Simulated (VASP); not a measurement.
# A VASP study of BaAs2Rh2 (optB86b-vdW): structure first, properties next, part 3 of 5

What structure and properties does optB86b-vdW give BaAs2Rh2, and how near are they to the measured ones? Left out of this account: 3 further runs (self-consistent run: a volume scan without its fit). The start is a computed cell from the Materials Project.

VASP 6.6.1; optB86b-vdW; plane waves and PAW (Ba_sv, As, Rh_pv).

So far. Step 3 (Second relaxation): It ends with a largest force of 0.008 eV/Å and a pressure of 0.01 GPa. The volume moved by under 0.01 %: the run met its threshold at the first step. Step 4 (Density, ELF and potential (optB86b-vdW)): In this run the pressure is 0.01 GPa, small enough to go on. The relaxed cell has a = 4.056, c = 12.872 Å (conventional setting).

**5. Bands along the symmetry lines (optB86b-vdW)**

The mesh alone shows little of the dispersion and can miss band extrema, so KPOINTS_OPT adds a path through the symmetry points after the self-consistent cycle.

File INCAR:

```
SYSTEM = BaAs2Rh2
PREC = Accurate
ENCUT = 400
EDIFF = 1E-06
NELM = 100
ISMEAR = 1
SIGMA = 0.2
LREAL = .FALSE.
ALGO = Normal
GGA = MK
AGGAC = 0
LUSE_VDW = .TRUE.
PARAM1 = 0.1234
PARAM2 = 1
LASPH = .TRUE.
NBANDS = 40
LORBIT = 11
LWAVE = .FALSE.
LCHARG = .FALSE.
KPAR = 4
```

File POSCAR:

```
BaAs2Rh2
1.0
   -2.0279366973      2.0279366973      6.4361530480
    2.0279366973     -2.0279366973      6.4361530480
    2.0279366973      2.0279366973     -6.4361530480
Ba As Rh
1 2 2
Direct
    0.0000000000      0.0000000000      0.0000000000
    0.3580447861      0.3580447861      0.0000000000
    0.6419552139      0.6419552139      0.0000000000
    0.7500000000      0.2500000000      0.5000000000
    0.2500000000      0.7500000000      0.5000000000
```

File KPOINTS:

```
Automatic mesh
0
Gamma
9 9 9
0 0 0
```

File KPOINTS_OPT:

```
Line mode
16
Line-mode
Reciprocal
  0.00000000   0.00000000   0.00000000 GAMMA
  0.00000000   0.00000000   0.50000000 X

  0.00000000   0.00000000   0.50000000 X
 -0.04963935   0.04963935   0.50000000 Y

 -0.04963935   0.04963935   0.50000000 Y
 -0.27481967   0.27481967   0.27481967 S

 -0.27481967   0.27481967   0.27481967 S
  0.00000000   0.00000000   0.00000000 GAMMA

  0.00000000   0.00000000   0.00000000 GAMMA
  0.50000000   0.50000000  -0.50000000 Z

  0.50000000   0.50000000  -0.50000000 Z
  0.27481967   0.72518033  -0.27481967 S1

  0.27481967   0.72518033  -0.27481967 S1
  0.00000000   0.50000000   0.00000000 N

  0.00000000   0.50000000   0.00000000 N
  0.25000000   0.25000000   0.25000000 P

  0.25000000   0.25000000   0.25000000 P
  0.50000000   0.50000000  -0.04963935 Y1

  0.50000000   0.50000000  -0.04963935 Y1
  0.50000000   0.50000000  -0.50000000 Z

  0.00000000   0.00000000   0.50000000 X
  0.25000000   0.25000000   0.25000000 P
```

PAW data sets: Ba_sv, As and Rh_pv (PBE family, release 64).

Launch:

```sh
> mpirun -np 4 vasp_std
```

The log of the run:

```text
[... set-up lines as in an earlier step ...]
 entering main loop
       N       E                     dE             d eps       ncg     rms          rms(c)
DAV:   1     0.392131195711E+03    0.39213E+03   -0.23443E+04  6584   0.992E+02
DAV:   2    -0.288339803673E+01   -0.39501E+03   -0.37545E+03  6680   0.303E+02
DAV:   3    -0.193880085746E+02   -0.16505E+02   -0.16242E+02  7848   0.614E+01
DAV:   4    -0.196317375258E+02   -0.24373E+00   -0.24317E+00  7248   0.622E+00
DAV:   5    -0.196363046083E+02   -0.45671E-02   -0.45668E-02  7488   0.815E-01    0.145E+01
DAV:   6    -0.193000479756E+02    0.33626E+00   -0.65128E+00  6760   0.168E+01    0.748E+00
DAV:   7    -0.186916446154E+02    0.60840E+00   -0.22769E+00  6800   0.102E+01    0.449E+00
DAV:   8    -0.186238710555E+02    0.67774E-01   -0.14531E-01  6992   0.252E+00    0.954E-01
DAV:   9    -0.186231867627E+02    0.68429E-03   -0.10823E-02  7216   0.583E-01    0.184E-01
DAV:  10    -0.186234406030E+02   -0.25384E-03   -0.20485E-03  6752   0.301E-01    0.718E-02
DAV:  11    -0.186233889637E+02    0.51639E-04   -0.16170E-04  7456   0.835E-02    0.331E-02
DAV:  12    -0.186233867585E+02    0.22052E-05   -0.68518E-05  7056   0.465E-02    0.589E-03
DAV:  13    -0.186233874577E+02   -0.69919E-06   -0.34195E-06  6912   0.726E-03
   1 F= -.18623387E+02 E0= -.18624241E+02  d E =0.256113E-02
 Start KPOINTS_OPT (optional k-point list driver)
k-point batch [1-75\176]
       N       E                     dE             ncg
DAV:   1    -0.668394654865E+04   -0.76838E+05     6616
DAV:   2    -0.359867066076E+05   -0.29303E+05     6712
DAV:   3    -0.371514243491E+05   -0.11647E+04     7928
DAV:   4    -0.371670686605E+05   -0.15644E+02     7344
DAV:   5    -0.371673478460E+05   -0.27919E+00     7416
DAV:   6    -0.371673557971E+05   -0.79511E-02     7328
DAV:   7    -0.371673560517E+05   -0.25460E-03     6896
DAV:   8    -0.371673560610E+05   -0.92450E-05     5400
DAV:   9    -0.371673560614E+05   -0.46362E-06     4752
[...]
k-point batch [151-176\176]
       N       E                     dE             ncg
DAV:   1     0.648375780271E+05   -0.34479E+05     2312
DAV:   2     0.546634916086E+05   -0.10174E+05     2312
DAV:   3     0.542606002422E+05   -0.40289E+03     2728
DAV:   4     0.542549443255E+05   -0.56559E+01     2600
DAV:   5     0.542548539403E+05   -0.90385E-01     2560
DAV:   6     0.542548514016E+05   -0.25386E-02     2608
DAV:   7     0.542548513233E+05   -0.78366E-04     2376
DAV:   8     0.542548513203E+05   -0.30145E-05     1872
DAV:   9     0.542548513201E+05   -0.13533E-06     1608
```

Wall time 7.6 min (4 MPI ranks of Intel Xeon Platinum 8259CL at 2.50GHz (Skylake/Cascade Lake), shared host); peak memory 3.9 GiB; 30 min of CPU time.

OUTCAR, selected parts (step 5):

```text
   k-points           NKPTS =     75   k-points in BZ     NKDIM =     75   number of bands    NBANDS=     40

   NELECT =      50.0000    total number of electrons

 E-fermi :   6.6647

 k-point     1 :       0.0000    0.0000    0.0000
  band No.  band energies     occupation
    ...
     21       4.5025      2.00000
     22       5.4272      2.00000
     23       5.7888      2.00000
     24       5.7888      2.00000
     25       6.5697      1.71189
     26       6.8353     -0.00477
     27       8.6861     -0.00000
     28       8.7204     -0.00000
     29       8.8568     -0.00000
     30       8.8568     -0.00000
    ...

Total vdW correction in eV:      7.3640758

  Total        0.0064098      0.0064098      0.0130451      0.0000000      0.0000000      0.0000000
  in kB        0.0969969      0.0969969      0.1974076      0.0000000      0.0000000      0.0000000
  external PRESSURE =       0.1304672 kB  Pullay stress =       0.0000000 kB

 POSITION                                       TOTAL-FORCE (eV/Angst)
 -----------------------------------------------------------------------------------
      0.00000      0.00000      0.00000         0.000000      0.000000      0.000000
      0.00000      0.00000      4.60886        -0.000000     -0.000000      0.008321
      0.00000      0.00000      8.26344         0.000000      0.000000     -0.008321
     -0.00000      2.02794      3.21808         0.000000      0.000000     -0.000000
      2.02794     -0.00000      3.21808         0.000000      0.000000      0.000000
 -----------------------------------------------------------------------------------
    total drift:                                0.000000     -0.000000      0.000000

  FREE ENERGIE OF THE ION-ELECTRON SYSTEM (eV)
  ---------------------------------------------------
  free  energy   TOTEN  =       -18.6233874577 eV

  energy  without entropy=      -18.6259485859  energy(sigma->0) =      -18.62424117

Total vdW correction in eV:      7.3639792

[... 8 parts as in an earlier step ...]

[... 8 further parts left out ...]
```

Spin-orbit coupling is off here; with elements this heavy it splits and shifts levels by tenths of an eV or more.

This step gave:

* bands: 40
* pressure: 0.01305 GPa

The electronic bands at the labelled points (eV, zero at the Fermi level; # counts the bands kept, so #1 is VASP's band 13):

```
    point    #11    #12    #13    #14   #15   #16   #17   #18
        Γ  -0.88  -0.88  -0.09   0.17  2.02  2.06  2.19  2.19
        X  -1.73  -1.72  -1.71  -1.29  0.23  0.41  3.42  4.27
        Y  -1.78  -1.73  -1.55  -1.26  0.29  0.41  3.51  4.38
        S  -2.42  -1.83   0.04   0.41  1.52  1.58  1.81  2.78
        Γ  -0.88  -0.88  -0.09   0.17  2.02  2.06  2.19  2.19
        Z  -0.74  -0.52  -0.52  -0.09  0.86  1.97  1.97  3.52
       S1  -2.42  -1.83   0.04   0.41  1.52  1.58  1.81  2.78
        N  -2.35  -2.13   0.28   0.41  0.79  1.69  2.43  2.86
        P  -1.73  -1.72  -1.64  -1.64  0.34  0.34  3.97  4.20
       Y1  -1.78  -1.73  -1.55  -1.26  0.29  0.41  3.51  4.38
        Z  -0.74  -0.52  -0.52  -0.09  0.86  1.97  1.97  3.52
jump to X  -1.73  -1.72  -1.71  -1.29  0.23  0.41  3.42  4.27
        P  -1.73  -1.72  -1.64  -1.64  0.34  0.34  3.97  4.20
```

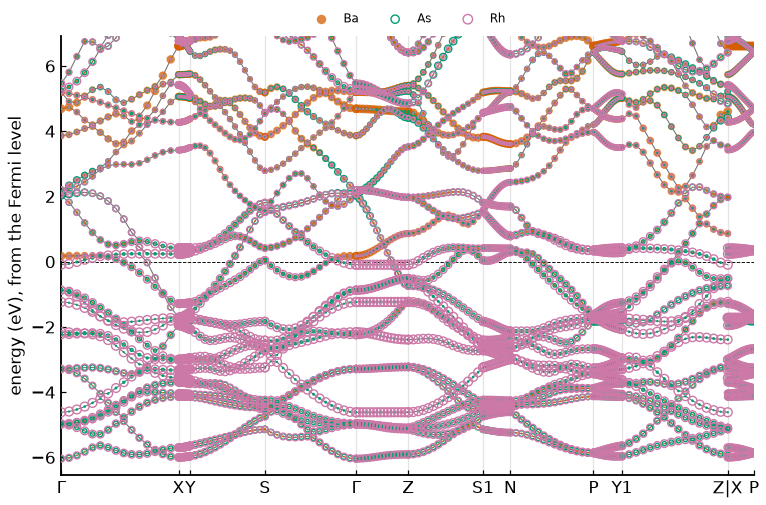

Electronic bands along the path; dots are coloured as in the legend, and their area grows with the weight.

There is no gap at this level.

**6. Density of states (optB86b-vdW)**

A density of states needs more k-points than a total energy; ISMEAR = -5 takes tetrahedra, and LORBIT projects the states on the PAW spheres. The mesh is finer than in the run before.

INCAR, as its differences from that of step 5:

```diff
@@ -5,3 +5,3 @@
 NELM = 100
-ISMEAR = 1
+ISMEAR = -5
 SIGMA = 0.2
@@ -20 +20,2 @@
 KPAR = 4
+NEDOS = 2001
```

POSCAR is that of step 5.

File KPOINTS:

```
Automatic mesh
0
Gamma
14 14 14
0 0 0
```

Launch:

```sh
> mpirun -np 4 vasp_std
```

The log of the run:

```text
[... set-up lines as in an earlier step ...]
 entering main loop
       N       E                     dE             d eps       ncg     rms          rms(c)
DAV:   1     0.392938131250E+03    0.39294E+03   -0.23555E+04 21408   0.994E+02
DAV:   2    -0.296766336778E+01   -0.39591E+03   -0.37653E+03 21688   0.304E+02
DAV:   3    -0.193956624181E+02   -0.16428E+02   -0.16171E+02 25736   0.614E+01
DAV:   4    -0.196305710259E+02   -0.23491E+00   -0.23434E+00 23200   0.611E+00
DAV:   5    -0.196351821963E+02   -0.46112E-02   -0.46101E-02 24560   0.824E-01    0.145E+01
DAV:   6    -0.193136294111E+02    0.32155E+00   -0.66742E+00 21992   0.168E+01    0.753E+00
DAV:   7    -0.186927801591E+02    0.62085E+00   -0.25207E+00 21968   0.102E+01    0.449E+00
DAV:   8    -0.186249201816E+02    0.67860E-01   -0.13824E-01 22760   0.250E+00    0.957E-01
DAV:   9    -0.186243002000E+02    0.61998E-03   -0.11280E-02 23376   0.609E-01    0.186E-01
DAV:  10    -0.186244442764E+02   -0.14408E-03   -0.24703E-03 22048   0.338E-01    0.870E-02
DAV:  11    -0.186243974813E+02    0.46795E-04   -0.21631E-04 23896   0.103E-01    0.347E-02
DAV:  12    -0.186243989034E+02   -0.14221E-05   -0.76349E-05 22880   0.486E-02    0.668E-03
DAV:  13    -0.186244038948E+02   -0.49915E-05   -0.40525E-06 22704   0.864E-03    0.489E-03
DAV:  14    -0.186244020207E+02    0.18742E-05   -0.36532E-07 13520   0.400E-03    0.210E-03
DAV:  15    -0.186244016532E+02    0.36751E-06   -0.34200E-07 12416   0.302E-03
   1 F= -.18624402E+02 E0= -.18624402E+02  d E =0.000000E+00
 -----------------------------------------------------------------------------
|                                                                             |
|           W    W    AA    RRRRR   N    N  II  N    N   GGGG   !!!           |
|           W    W   A  A   R    R  NN   N  II  NN   N  G    G  !!!           |
|           W    W  A    A  R    R  N N  N  II  N N  N  G       !!!           |
|           W WW W  AAAAAA  RRRRR   N  N N  II  N  N N  G  GGG   !            |
|           WW  WW  A    A  R   R   N   NN  II  N   NN  G    G                |
|           W    W  A    A  R    R  N    N  II  N    N   GGGG   !!!           |
|                                                                             |
|     Tetrahedron method does not include variations of the Fermi             |
|     occupations, so forces and stress will be inaccurate. We suggest        |
|     using a different smearing scheme ISMEAR = 1 or 2 for metals in         |
|     relaxations.                                                            |
|                                                                             |
 -----------------------------------------------------------------------------
```

Run time: 9.9 min. Hardware: 4 MPI ranks; peak memory 5.2 GiB; 40 min of CPU time.

OUTCAR, selected parts (step 6):

```text
   k-points           NKPTS =    244   k-points in BZ     NKDIM =    244   number of bands    NBANDS=     40

   NELECT =      50.0000    total number of electrons

 E-fermi :   6.6709

 k-point     1 :       0.0000    0.0000    0.0000
  band No.  band energies     occupation
    ...
     21       4.5025      2.00000
     22       5.4290      2.00000
     23       5.7884      2.00000
     24       5.7884      2.00000
     25       6.5708      2.00000
     26       6.8359      0.00000
     27       8.6856      0.00000
     28       8.7200      0.00000
     29       8.8558      0.00000
     30       8.8558      0.00000
    ...

Total vdW correction in eV:      7.3636552

  Total        0.0067003      0.0067003     -0.0368337      0.0000000     -0.0000000      0.0000000
  in kB        0.1013941      0.1013941     -0.5573924      0.0000000     -0.0000000      0.0000000
  external PRESSURE =      -0.1182014 kB  Pullay stress =       0.0000000 kB

 POSITION                                       TOTAL-FORCE (eV/Angst)
 -----------------------------------------------------------------------------------
      0.00000      0.00000      0.00000         0.000000      0.000000     -0.000000
      0.00000      0.00000      4.60886         0.000000      0.000000     -0.001824
      0.00000      0.00000      8.26344        -0.000000     -0.000000      0.001824
     -0.00000      2.02794      3.21808         0.000000      0.000000      0.000000
      2.02794     -0.00000      3.21808         0.000000      0.000000     -0.000000
 -----------------------------------------------------------------------------------
    total drift:                                0.000000     -0.000000      0.000000

  FREE ENERGIE OF THE ION-ELECTRON SYSTEM (eV)
  ---------------------------------------------------
  free  energy   TOTEN  =       -18.6244016532 eV

  energy  without entropy=      -18.6244016532  energy(sigma->0) =      -18.62440165

Total vdW correction in eV:      7.3636455

[... 6 parts as in an earlier step ...]

[... 10 further parts left out ...]
```

With tetrahedra the forces and stress of a metal are not exact derivatives of the energy.

This step gave:

```
SCF cycles             : 15
irreducible k-points   : 244
Fermi energy           : 6.671 eV
pressure               : -0.01182 GPa
DOS at the Fermi level : 3.442 states/eV/cell
```

The density of states has structure finer than the step of the table below, so its rows give means over 1 eV, whole bins alone (the curve runs from -12.0 to 3.99 eV). Peaks (eV: height): total -11.3: 14.4, -4.3: 9.63, -3.3: 7.08, -1.8: 9.46; Rh d -4.3: 4.56, -3.3: 4.15, -3.1: 3.16, -1.8: 7.47; As p -5.3: 0.847, -4.9: 0.990, -4.5: 1.29, -4.3: 1.60; Ba d 0.9: 0.387, 3.8: 1.46; Rh p -11.3: 0.366, -4.3: 0.204, -3.3: 0.235, -3.1: 0.154.

States under -12.0 eV and over 4.0 eV are left out. Density of states against energy, zero at the Fermi level; means over each step; 7 of 8 lines; values in states/eV/cell:

```
energy (eV)  total   Rh d    As p     Ba d     Rh p    Rh s    As s
        -11   2.38  0.174  0.0112  0.00470   0.0591  0.0237    1.30
        -10      0      0       0        0        0       0       0
         -9      0      0       0        0        0       0       0
         -8      0      0       0        0        0       0       0
         -7      0      0       0        0        0       0       0
         -6   1.56  0.489   0.265   0.0125  0.00750   0.180  0.0134
         -5   4.57   1.89   0.793   0.0335   0.0664   0.194  0.0354
         -4   6.36   3.06    1.07   0.0710    0.164  0.0734  0.0223
         -3   4.15   2.65   0.270   0.0431    0.110  0.0115  0.0148
         -2   6.37   4.75   0.283   0.0577   0.0828  0.0523  0.0479
         -1   1.73  0.966   0.153   0.0455   0.0588  0.0210  0.0180
          0   3.52   1.62   0.351    0.268   0.0773  0.0443  0.0267
          1   3.03   1.11   0.454    0.267   0.0851  0.0274  0.0302
          2   1.63  0.398   0.288    0.250   0.0460  0.0102  0.0166
          3   2.19  0.254   0.129    0.660   0.0323  0.0524   0.124
```

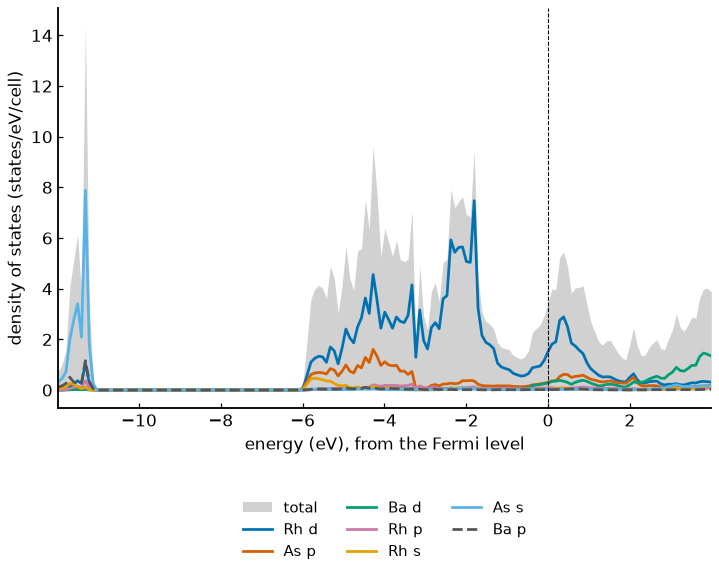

Density of states, plotted against energy.

The finer mesh and the other smearing move the Fermi level by +0.01 eV from the 9×9×9 run, a small shift, which tests the Fermi level alone. Of the states within 0.3 eV of the Fermi level, the largest shares in the PAW spheres are Rh d 45 %, As p 9 % and Ba d 8 %. The rest lies in smaller channels or between the spheres.

(Continued in part 4 of 5.)

[Lines on the potential files, build, host, timing and source positions are cut from VASP's logs without a mark.]

[Logs are printed without paths, hosts, clocks, repeated set-up lines and the standing remarks that a program may print on its own settings, such as how far it seeks lower states.]

[Hosts, paths, dates, database ids (printed as entryN), source tags and the programs' standing remarks are cut or masked in the printed files.]

[A measured line is paired with the nearest computed mode of its activity, which favours agreement.]
